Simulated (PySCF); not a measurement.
C2H7BCl4Si2 (SMILES [SiH3][C@H]([SiH2]B(Cl)Cl)C(Cl)Cl)

The calculation's input:

```
{"job": {"kind": "nmr", "xc": "PBE0", "basis": "pcSseg-1"}, "charge": 0, "multiplicity": 1}
Si    -1.421425     1.069999    -1.090965
C     -0.840643    -0.006878     0.382849
Si     0.809393     0.588521     1.181262
B      2.362265     0.002830     0.086863
Cl     2.850081     0.900482    -1.304315
Cl     3.359439    -1.322865     0.542193
C     -0.751904    -1.444773    -0.029840
Cl    -0.153035    -2.472875     1.304578
Cl     0.359324    -1.637667    -1.409988
H     -2.488880     0.340600    -1.781058
H     -1.949340     2.307180    -0.520651
H     -0.322162     1.346310    -2.007683
H     -1.610687     0.048782     1.155908
H      0.826544     0.108990     2.569438
H      0.670728     2.051240     1.254092
H     -1.707296    -1.870932    -0.344096
```

Launched as:

```sh
OMP_NUM_THREADS=1 python probes_run.py task.json out
```

Geometry: GFN2-xTB.

Method: PySCF, PBE0/pcSseg-1, SCF density, gas phase, non-relativistic.

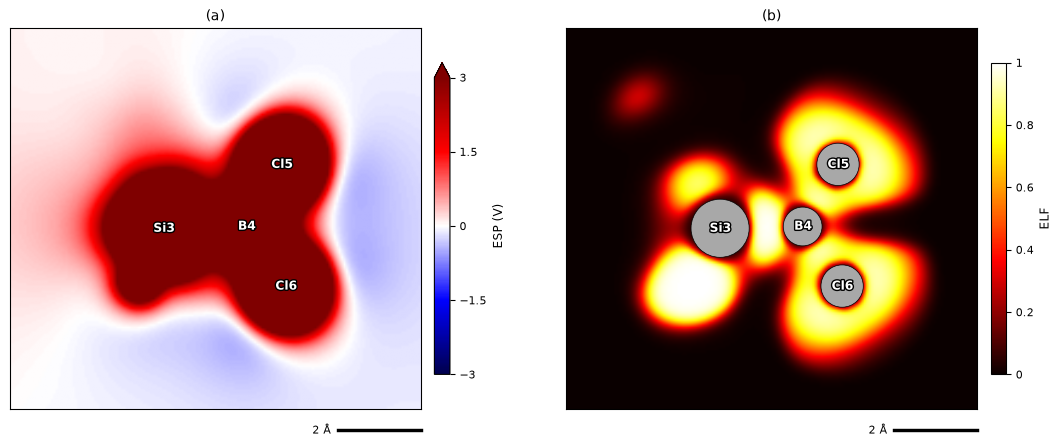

Figure 1. (a) electrostatic potential; (b) electron localisation function on the plane of atoms Si3, B4 and Cl6. Grey discs cover the atomic cores in the ELF map.

Interpret the plot.

Answer. The section cuts through Si, B and Cl sites.
B–Cl (1.72 Å): the ELF peaks at about 0.90 between the atoms: a polar covalent bond.
Si–B (1.99 Å): the ELF peaks at about 1 between the atoms (a shared electron pair).
The ELF also peaks beside Cl6 and Cl5, away from the bonds: lone-pair regions.
Outside the dense part of the molecule the potential is most negative (−0.5 V) near Cl6.

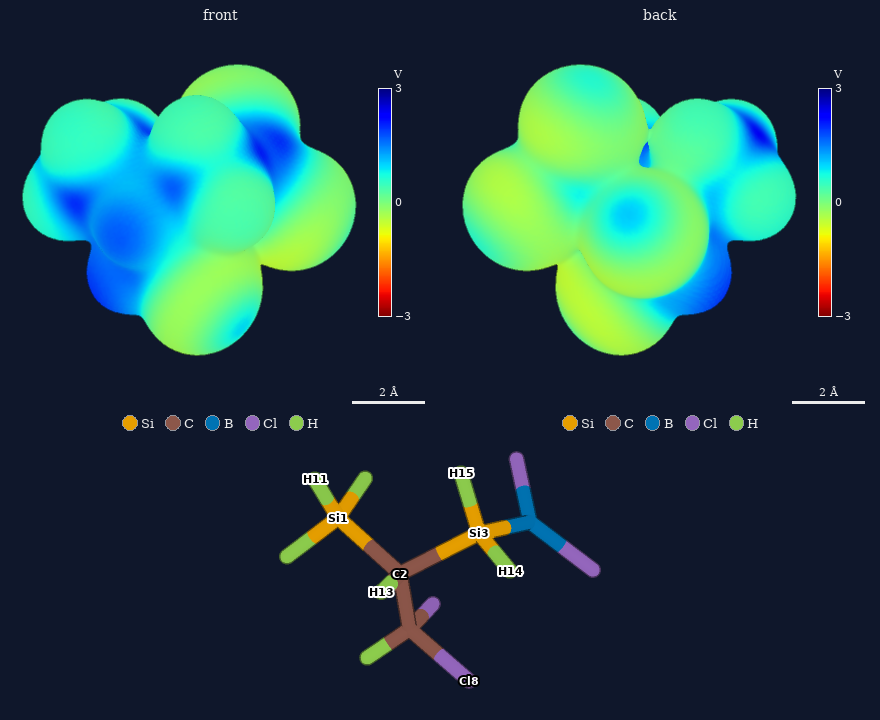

Figure 2. The molecular electrostatic potential painted on the density surface at 0.004 e/bohr³, seen from the front and from behind; red is negative and blue positive. The bare structure is drawn below in the same view.

Which sites attract a positive test charge, and which a negative one?

Answer. A positive charge is drawn to the negative regions and a negative charge to the positive ones. The most negative region (about −0.5 V, or −12 kcal/mol for a unit charge) lies over Cl6 and Cl8, the most positive (about +2.0 V, or +46 kcal/mol for a unit charge) over Si1, Si3 and H16. Cl5 shows a σ-hole: about +0.6 V, or +14 kcal/mol for a unit charge at the tip opposite its bond, against about 0.0 V on its flanks. Cl6 shows a σ-hole: about +0.6 V, or +14 kcal/mol for a unit charge at the tip opposite its bond, against about −0.2 V on its flanks. Cl8 shows a σ-hole: about +0.9 V, or +21 kcal/mol for a unit charge at the tip opposite its bond, against about −0.2 V on its flanks. Cl9 shows a σ-hole: about +1.0 V, or +23 kcal/mol for a unit charge at the tip opposite its bond, against about 0.0 V on its flanks.

How polar is the molecule by this calculation?

Answer. Its dipole moment is 2.36 D.
